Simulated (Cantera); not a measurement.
Feed: 1 mol CuO, 17 mol CO, 0.6 mol H₂, held at 3.20 bar.

Cantera equilibrium calculation (NASA polynomials, part measured and part estimated; ideal gas, pure solids and liquids). Candidate condensed phases: C, C₆H₆, C₇H₈, C₈H₁₈, Cu, CuO, Cu(OH)₂, Cu₂O, H₂O; 113 gas species. Kinetics and transport are ignored.

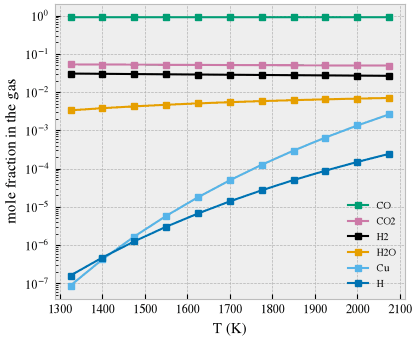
*Equilibrium gas composition (values under 1e-9 drawn at 1e-9)*

**Question.** Read off the mole fractions at 1700 K.

**Answer.** CO about 0.91, CO₂ about 0.051, H₂ about 0.029, H₂O about 0.0055, Cu about 5.0e-5, H about 1.4e-5.
